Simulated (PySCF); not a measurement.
# CoHF: relaxation and vibrations of the doublet

Aim: relax CoHF as a doublet from a bent start, check by its vibrations whether the end is a minimum, and collect its spectrum and constants.

Method: PBE0, basis Co def2-TZVP, H def2-TZVP, F def2-TZVP, no relativity, density fitting; program: PySCF 2.14.0.

### 1 The starting structure

3 atoms, charge 0, spin multiplicity 2.

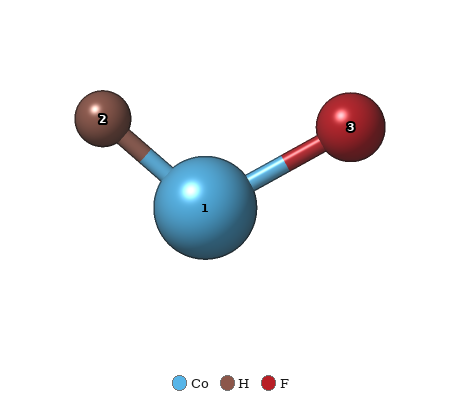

The starting geometry (cobalt blue, hydrogen brown, fluorine red); atoms are numbered from 1 in the order of the file.

Z-matrix (Å, degrees; charge 0 multiplicity 2):
```
Co
H  1 1.4300
F  1 1.7500 2 110.00
```

### 2 The SCF at the typed geometry

One driver script runs all steps and calls PySCF; scf.py shows how it sets up the SCF of each step. The optimiser is the driver's own. After this first run the driver tries any further starts and a stability analysis.

Input file scf.py:

```python
from pyscf import gto, scf, dft
mol = gto.M(atom='''
Co     0.000000     0.000000     0.000000
H     -1.171400     0.000000     0.820200
F      1.433500     0.000000     1.003800''',
    basis={'Co': 'def2-TZVP', 'H': 'def2-TZVP', 'F': 'def2-TZVP'},
    charge=0, spin=1)
mf = dft.UKS(mol, xc='PBE0')
mf.grids.atom_grid = (50, 194)
aux = {'Co': 'def2-universal-JKFIT', 'H': 'def2-universal-JKFIT', 'F': 'def2-universal-JKFIT'}
mf = mf.density_fit(auxbasis=aux)
mf.conv_tol = 1e-08
mf.diis_space = 10
mf.max_cycle = 60
mf.init_guess = 'minao'
mf.verbose = 4
mf.kernel()
```

Launch:

```sh
$ OMP_NUM_THREADS=2 python axn.py task.json out
```

The program printed, cut to the lines that bear on the results:

```text
[... the frontier levels of the middle cycles are left out ...]
init E= -1481.92843965458
[... the frontier-level lines of each cycle are left out ...]
cycle= 1 E= -1466.85549520817  delta_E= 15.1  |g|= 5.64  |ddm|= 8.89
cycle= 2 E= -1432.0019561279  delta_E= 34.9  |g|=   12  |ddm|= 12.2
cycle= 3 E= -1472.99091600442  delta_E=  -41  |g|= 6.81  |ddm|= 7.61
cycle= 4 E= -1464.90856367609  delta_E= 8.08  |g|=  6.7  |ddm|= 3.38
cycle= 5 E= -1476.58865259794  delta_E= -11.7  |g|= 5.26  |ddm|= 3.31
cycle= 6 E= -1480.19448074766  delta_E= -3.61  |g|=  3.4  |ddm|= 0.706
cycle= 7 E= -1480.7782149822  delta_E= -0.584  |g|= 3.02  |ddm|= 0.205
cycle= 8 E= -1480.59287923354  delta_E= 0.185  |g|= 3.15  |ddm|= 0.153
cycle= 9 E= -1480.29915561438  delta_E= 0.294  |g|= 3.32  |ddm|= 0.252
cycle= 10 E= -1480.16998573882  delta_E= 0.129  |g|=  3.4  |ddm|= 0.0863
cycle= 11 E= -1480.17057957702  delta_E= -0.000594  |g|=  3.4  |ddm|= 0.0288
cycle= 12 E= -1474.71750072918  delta_E= 5.45  |g|= 5.03  |ddm|= 4.76
cycle= 13 E= -1482.41551745686  delta_E= -7.7  |g|= 1.31  |ddm|= 4.62
cycle= 14 E= -1482.79715640916  delta_E= -0.382  |g|= 0.441  |ddm|= 0.582
[... 9 cycles left out ...]
cycle= 24 E= -1482.8889755604  delta_E= -0.000261  |g|= 0.00811  |ddm|= 0.0296
cycle= 25 E= -1482.88887619108  delta_E= 9.94e-05  |g|= 0.00717  |ddm|= 0.0124
cycle= 26 E= -1482.88872197987  delta_E= 0.000154  |g|= 0.00914  |ddm|= 0.0156
cycle= 27 E= -1482.88833740832  delta_E= 0.000385  |g|= 0.00787  |ddm|= 0.0508
cycle= 28 E= -1482.88801823084  delta_E= 0.000319  |g|= 0.00452  |ddm|= 0.0666
cycle= 29 E= -1482.88788904476  delta_E= 0.000129  |g|= 0.00225  |ddm|= 0.0442
cycle= 30 E= -1482.8878506297  delta_E= 3.84e-05  |g|= 0.00237  |ddm|= 0.0327
cycle= 31 E= -1482.88786454951  delta_E= -1.39e-05  |g|= 0.00114  |ddm|= 0.0124
cycle= 32 E= -1482.88786988564  delta_E= -5.34e-06  |g|= 0.00172  |ddm|= 0.00719
cycle= 33 E= -1482.88787054992  delta_E= -6.64e-07  |g|= 0.00023  |ddm|= 0.00641
cycle= 34 E= -1482.88787057131  delta_E= -2.14e-08  |g|= 0.000169  |ddm|= 0.00135
cycle= 35 E= -1482.88787064003  delta_E= -6.87e-08  |g|= 0.000246  |ddm|= 0.0011
cycle= 36 E= -1482.88787064092  delta_E= -8.9e-10  |g|= 0.000107  |ddm|= 0.000509
cycle= 37 E= -1482.88787064262  delta_E= -1.71e-09  |g|= 1.97e-05  |ddm|= 0.000402
Extra cycle  E= -1482.88787064353  delta_E= -9.05e-10  |g|= 3.45e-05  |ddm|= 4.66e-05
converged SCF energy = -1482.88787064353  <S^2> = 0.78009305  2S+1 = 2.02987
```

This step, with its further starts and checks, needed 24 s of wall time on 2 threads of Arm Neoverse V1, shared host.

The starts that the driver tried:

| start | energy (Eh) |
| --- | --- |
| the minimal-basis guess | -1482.887871 |
| a thermally smeared density | -1482.884860 |
| a smeared PBE density | -1482.888249 |

This is not the lowest solution: one lies 1.0 kJ/mol lower, at -1482.88825 Eh, and the relaxation starts from that.

### 3 Bent start, doublet: relaxation

The program finds Cs symmetry in the start, which this walk keeps. Threshold on the gradient: 0.0003 Eh/bohr, with a further test on the energy change.

scf.py, as its differences from that of step 2:

```diff
@@ -3,3 +3,3 @@
-Co     0.000000     0.000000     0.000000
-H     -1.171400     0.000000     0.820200
-F      1.433500     0.000000     1.003800''',
+Co    -0.330046     0.000000    -0.252057
+H     -1.501446     0.000000     0.568143
+F      1.103454     0.000000     0.751743''',
@@ -15 +14,0 @@
-mf.init_guess = 'minao'
```

Energy and gradient, step by step:

| step | energy (Eh) | change (kJ/mol) | largest symmetric gradient (Eh/bohr) |
| --- | --- | --- | --- |
| 0 | -1482.888249 | 0.00 | 0.01774 |
| 1 | -1482.889002 | -1.98 | 0.00911 |
| 2 | -1482.889895 | -4.32 | 0.00556 |
| 3 | -1482.890307 | -5.40 | 0.00823 |
| 4 | -1482.891035 | -7.31 | 0.01258 |
| 5 | -1482.891488 | -8.50 | 0.02094 |
| 6 | -1482.892742 | -11.79 | 0.01622 |
| 7 | -1482.894906 | -17.48 | 0.01004 |
| 8 | -1482.897874 | -25.27 | 0.01132 |
| 9 | -1482.898803 | -27.71 | 0.01226 |
| 10 | -1482.899242 | -28.86 | 0.00641 |
| 11 | -1482.899380 | -29.22 | 0.00041 |
| 12 | -1482.899381 | -29.23 | 0.00007 |

The walk took 26 s.

Positions (Å) and forces (eV/Å) along the way:

```
step 0
Co  -0.330   0.000  -0.252   0.915   0.000  -0.034
H   -1.501   0.000   0.568  -0.707   0.000   0.313
F    1.103   0.000   0.752  -0.208   0.000  -0.279
step 1
Co  -0.318   0.000  -0.241   0.440   0.000  -0.042
H   -1.524   0.000   0.565  -0.469   0.000   0.150
F    1.114   0.000   0.744   0.029   0.000  -0.108
step 6
Co  -0.288   0.000  -0.017  -0.092   0.000   0.834
H   -1.805   0.000   0.441   0.530   0.000  -0.412
F    1.364   0.000   0.644  -0.438   0.000  -0.422
step 12
Co  -0.310   0.000   0.350  -0.002   0.000   0.001
H   -1.859   0.000   0.240   0.003   0.000   0.002
F    1.442   0.000   0.478  -0.001   0.000  -0.003
```

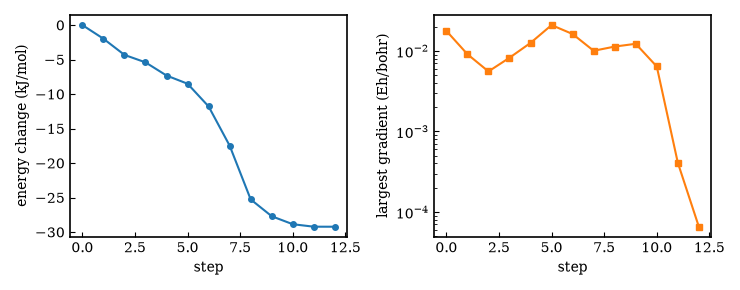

How energy and gradient fall.

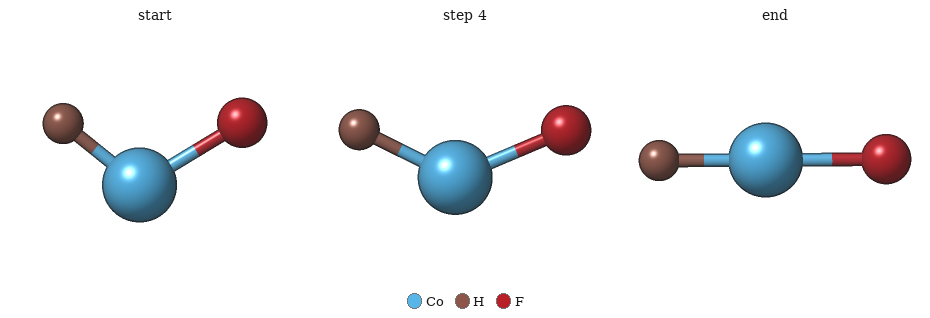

Start and end of the relaxation, with a step between.

It settles in C∞v symmetry, 29.2 kJ/mol below the start, after 12 steps: Co–F 1.757 Å, Co–H 1.553 Å; F–Co–H 179.9°.

### 4 Hessian and properties

On the finer grid the gradient is checked again; gradients at displacements of ±0.02 bohr then give force constants and infrared intensities.

scf.py, as its differences from that of step 3:

```diff
@@ -3,3 +3,3 @@
-Co    -0.330046     0.000000    -0.252057
-H     -1.501446     0.000000     0.568143
-F      1.103454     0.000000     0.751743''',
+Co    -0.402037     0.000000    -0.028967
+H     -1.950714     0.000000    -0.140551
+F      1.350450     0.000000     0.097301''',
@@ -9 +9 @@
-mf.grids.atom_grid = (50, 194)
+mf.grids.atom_grid = (75, 302)
@@ -12 +12 @@
-mf.conv_tol = 1e-08
+mf.conv_tol = 1e-10
```

The driver hands on the density of the step before, so the log starts near convergence.

SCF at the final geometry:

```text
init E= -1482.89929047669
[... the frontier-level lines of each cycle are left out ...]
cycle= 1 E= -1482.89929047654  delta_E= 1.56e-10  |g|= 3.25e-05  |ddm|= 1.9e-05
cycle= 2 E= -1482.89929047584  delta_E= 6.96e-10  |g|= 6.57e-05  |ddm|= 3.47e-05
cycle= 3 E= -1482.89929047677  delta_E= -9.27e-10  |g|= 7.27e-06  |ddm|= 2.32e-05
cycle= 4 E= -1482.89929047678  delta_E= -1.09e-11  |g|= 6.91e-07  |ddm|= 2.72e-06
Extra cycle  E= -1482.89929047678  delta_E= -2.27e-13  |g|= 6.04e-07  |ddm|= 1.54e-06
converged SCF energy = -1482.89929047678  <S^2> = 1.7543483  2S+1 = 2.8315002
```

The whole step took 46 s.

Geometry: C∞v; Co–F 1.757 Å, Co–H 1.553 Å; F–Co–H 180.0°.

Harmonic modes (main isotopes):

```tsv
ω (cm⁻¹)	IR (km/mol)	type
363	144	bend
368	143	bend
651	147	stretch
1890	286	stretch
```

Every mode is real; the point is a minimum.

Here the density breaks the symmetry of the frame, and no labels are given; pairs that should be degenerate can split.

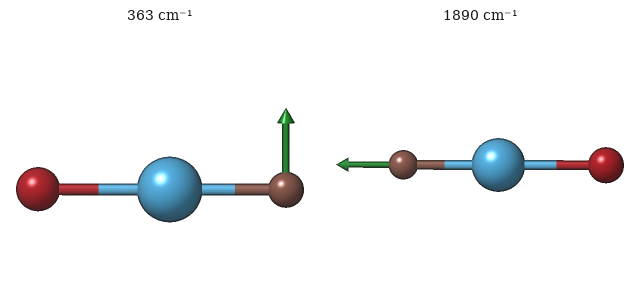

Displacements of 2 of the modes, as arrows (one member where a mode is degenerate).

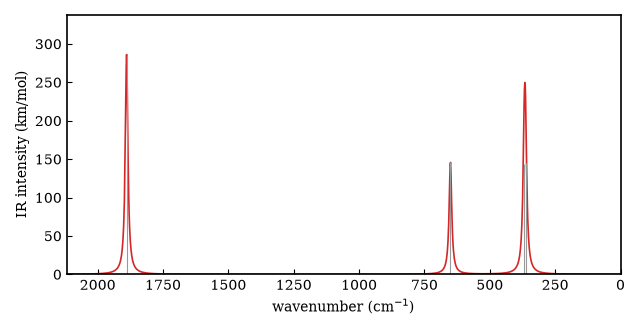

The harmonic infrared spectrum (widths in cm⁻¹). Lines are broadened to a width of 12 cm⁻¹ (Lorentzian).

Properties at this point:

```
Dipole moment                                                   : 1.53 D
Highest occupied level                                          : -8.40 eV
Lowest empty level                                              : -4.67 eV
Rotational constants                                            : 0.3493 cm⁻¹
Zero-point energy                                               : 19.6 kJ/mol
Principal polarisabilities                                      : 19.3, 19.4, 37.7 bohr³
Atomisation energy without zero-point energy                    : 617 kJ/mol
Principal traceless quadrupole moments about the centre of mass : -9.44, 4.72, 4.72 D Å
Entropy at 298.15 K and 1 bar (electronic part: spin only)      : 241.3 J/(mol K)
Heat capacity Cp at 298.15 K                                    : 46.0 J/(mol K)
Enthalpy at 298.15 K above 0 K                                  : 10.84 kJ/mol
Rotational symmetry number                                      : 1
Spin squared ⟨S²⟩                                               : 1.754
```

Charges (e) and bond orders:

```csv
atom,Mulliken,Löwdin,polar tensor,spin (Mulliken),Mayer order to Co1
Co1,0.69,0.51,1.22,1.05,–
H2,-0.16,-0.17,-0.41,-0.08,0.96
F3,-0.53,-0.34,-0.81,0.04,0.79
```

Outer orbital energies (eV). α occupied: -12.36, -12.36, -12.31, -10.57, -10.56, -9.70, -9.70, -9.06; empty: -4.67, 0.64, 1.65, 1.65. β occupied: -30.82, -12.95, -10.93, -10.92, -9.66, -9.24, -9.24, -8.40; empty: -3.04, -3.03, 0.10, 1.39.

Mulliken populations on Co1: s 6.60, p 12.35, d 7.37, f 0.00.

### 5 Results

| quantity | value |
| --- | --- |
| minimum | broken-symmetry (Ms = 1/2), C∞v |
| geometry | Co–F 1.757 Å, Co–H 1.553 Å; F–Co–H 180.0° |
| wavenumbers (cm⁻¹) | 363, 368, 651, 1890 |
| dipole moment | 1.53 D |
| highest occupied, lowest empty level (either spin) | -8.40, -4.67 eV |
| polar-tensor charge of Co1 | +1.22 e |
| zero-point energy | 19.6 kJ/mol |
| entropy at 298.15 K | 241.3 J/(mol K) |
| atomisation energy (no zero-point energy) | 617 kJ/mol |
| ⟨S²⟩ | 1.754 |

**Reading.** From Cs at the start the molecule goes to a C∞v minimum. The determinant is spin-contaminated (⟨S²⟩ = 1.75 against 0.75), so it is no pure spin state. The strongest infrared band lies at 1890 cm⁻¹ (stretch). Other starts or spin states, not run here, may lie lower. The SCF density has lower symmetry than the nuclear frame. One determinant may miss the lowest occupation of an open d or f shell.

The search up to here took 96 s.
